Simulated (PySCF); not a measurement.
# Run report: C4H4Cl2FNO, NMR shielding calculation

The run: NMR shielding calculation of C4H4Cl2FNO. Method and program: GIAO PBE0/pcSseg-1 NMR shielding, non-relativistic, gas phase (PySCF 2.14.0).

The geometry comes from this level: GFN2-xTB. Figures and captions count atoms from 1; the log counts them from 0 in places.

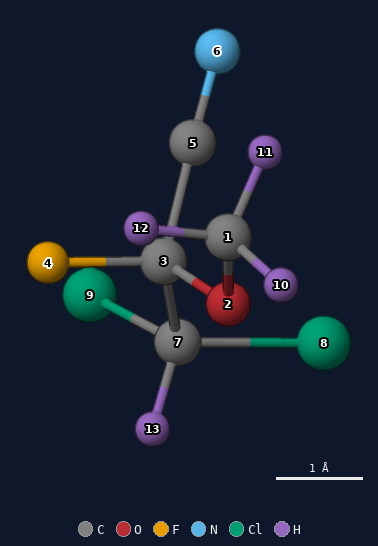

Fig. 1: The structure (ball-and-stick view, seen at an oblique angle; atoms are numbered from 1 in the order of the input). Bond lengths as drawn: C–C 1.47 to 1.54 Å, C–Cl 1.77 Å, C–F 1.39 Å, C–H 1.09 Å, C–N 1.14 Å and C–O 1.37 to 1.43 Å.

**Summary**

```tsv
quantity	value
outcome	converged
total energy	−1304.203378 hartree
HOMO	−9.12 eV
LUMO	−0.57 eV
dipole moment	3.40 D
isotropic shielding, C	71.6 to 129.7 ppm
isotropic shielding, O	240.6 ppm
isotropic shielding, F	292.8 ppm
isotropic shielding, N	−54.3 ppm
isotropic shielding, Cl	685.2 to 689.7 ppm
hardware	1 CPU thread, shared host
wall time	51 s
peak memory	0.83 GiB
```

**Input file**
```
{"job": {"kind": "nmr", "xc": "PBE0", "basis": "pcSseg-1"}, "charge": 0, "multiplicity": 1}
C      1.947488     0.061545    -0.391443
O      0.644719    -0.475127    -0.614159
C     -0.300991    -0.129848     0.312241
F      0.038438    -0.676779     1.549736
C     -0.461067     1.320401     0.500464
N     -0.566237     2.449459     0.619756
C     -1.639354    -0.757157    -0.119892
Cl    -2.092562    -0.088882    -1.692044
Cl    -2.885934    -0.414410     1.091350
H      2.559394    -0.338944    -1.194993
H      1.935437     1.153583    -0.437563
H      2.338798    -0.264494     0.574816
H     -1.522517    -1.838860    -0.215998
```

The first line tells a small driver script what to run in PySCF; the rest is the geometry in Å.

Run as:
```bash
OMP_NUM_THREADS=1 python <driver script> task.json out
```

**What the program printed**
```
coarse grid: 13312 points
cycle   1  E = -1303.9649804691  dE =  1.388e+00  |g| = 9.196e-01  |ddm| = 3.432e+00
cycle   2  E = -1303.4953193675  dE =  4.697e-01  |g| = 1.806e+00  |ddm| = 2.055e+00
cycle   3  E = -1304.1212135123  dE = -6.259e-01  |g| = 2.565e-01  |ddm| = 1.460e+00
cycle   4  E = -1304.1320077214  dE = -1.079e-02  |g| = 1.104e-01  |ddm| = 2.204e-01
cycle   5  E = -1304.1344322496  dE = -2.425e-03  |g| = 1.769e-02  |ddm| = 8.170e-02
cycle   6  E = -1304.1344966234  dE = -6.437e-05  |g| = 5.799e-03  |ddm| = 1.996e-02
cycle   7  E = -1304.1345038893  dE = -7.266e-06  |g| = 1.483e-03  |ddm| = 5.662e-03
final grid: 123616 points
cycle   8  E = -1304.2033597274  dE = -4.210e-05  |g| = 1.003e-02  |ddm| = 2.794e-02
cycle   9  E = -1304.2033421960  dE =  1.753e-05  |g| = 1.388e-02  |ddm| = 1.617e-02
cycle  10  E = -1304.2033780465  dE = -3.585e-05  |g| = 1.381e-03  |ddm| = 1.008e-02
cycle  11  E = -1304.2033783737  dE = -3.272e-07  |g| = 3.420e-04  |ddm| = 1.417e-03
cycle  12  E = -1304.2033783978  dE = -2.416e-08  |g| = 1.001e-04  |ddm| = 3.208e-04
cycle  13  E = -1304.2033783990  dE = -1.125e-09  |g| = 6.021e-05  |ddm| = 9.857e-05
cycle  14  E = -1304.2033783996  dE = -6.710e-10  |g| = 2.077e-05  |ddm| = 4.994e-05
```

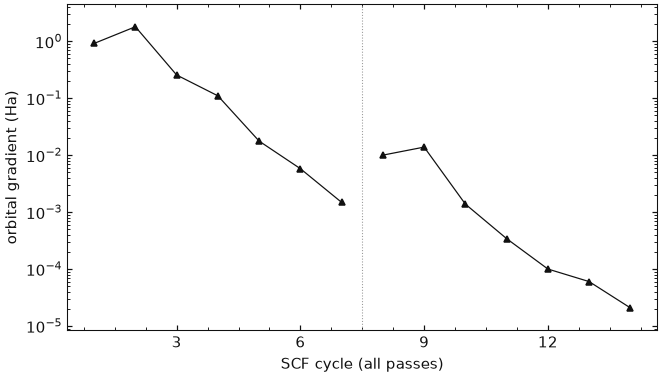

Fig. 2: Convergence of the self-consistent field: orbital gradient against the SCF cycle. The dotted line marks the change from a coarse to the final integration grid. The first 7 cycles use a coarse grid, the final grid takes over at cycle 8, and the field converges after 14 cycles in all.

```
converged SCF energy = -1304.2033783996

GIAO shielding tensors (ppm)
atom      isotropic    diamagn.    paramagn.     s11        s22        s33       span
  0 C      129.727     244.625    -114.898     97.433    106.757    184.992     87.558
  1 O      240.629     396.430    -155.801    150.966    266.632    304.289    153.323
  2 C       73.855     236.458    -162.603     49.527     81.901     90.138     40.611
  3 F      292.801     473.314    -180.513    194.984    296.091    387.329    192.346
  4 C       71.628     261.913    -190.285    -40.777    -36.372    292.034    332.811
  5 N      -54.343     337.800    -392.144   -240.057   -203.599    280.625    520.682
  6 C       99.846     244.033    -144.186     61.893    117.138    120.508     58.616
  7 Cl     685.241    1145.097    -459.856    409.366    636.863   1009.495    600.129
  8 Cl     689.677    1144.253    -454.576    429.296    624.867   1014.868    585.571
  9 H       27.724      27.759      -0.035     23.393     25.330     34.448     11.055
 10 H       27.691      28.762      -1.071     23.636     26.246     33.192      9.556
 11 H       27.777      28.341      -0.565     23.172     25.763     34.395     11.224
 12 H       25.905      27.201      -1.296     22.445     25.344     29.926      7.481
```

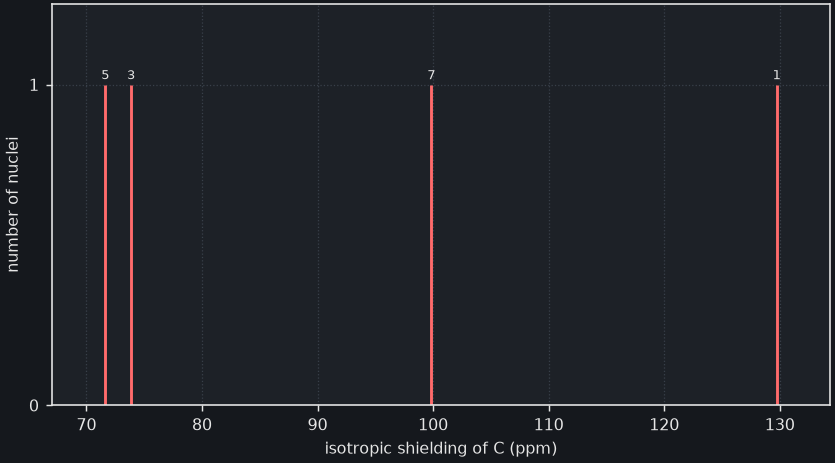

Fig. 3: Isotropic shieldings of the carbon nuclei in this fixed geometry, labelled by atom number; shielding grows to the right, so chemical shift grows to the left. The least shielded is C5 (71.6 ppm), the most shielded C1 (129.7 ppm).

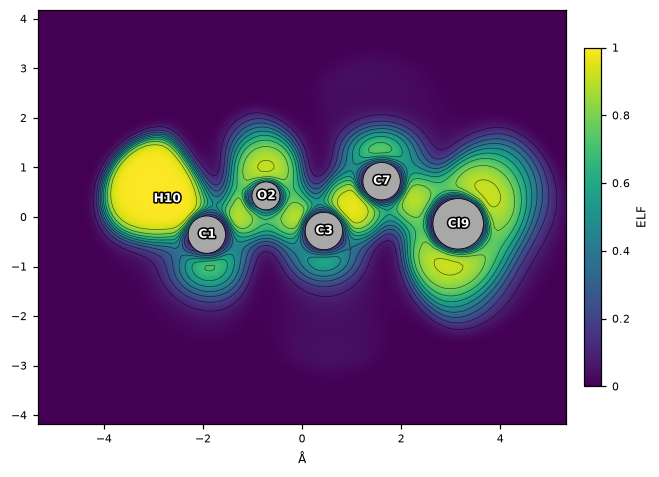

Fig. 4: ELF on the plane of atoms C1, O2 and C3. Grey discs, where drawn, cover atomic cores. Atoms in the plane: C, O, Cl and H. C–Cl (1.77 Å): the ELF peaks at about 0.90 between the atoms (a covalent bond). C–H (1.09 Å): the ELF climbs to about 1 towards the hydrogen, as it does in any bond to H (a covalent bond by its length).

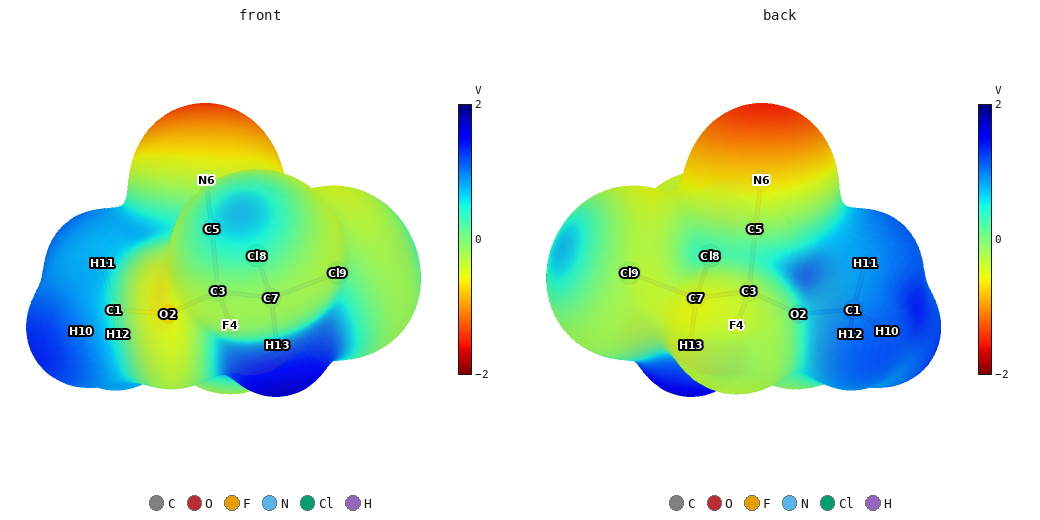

Fig. 5: The molecular electrostatic potential painted on the density surface at 0.002 e/bohr³, seen at a tilt and from behind; the colour scale runs from red (negative) to blue (positive). Its dipole moment is 3.40 D.
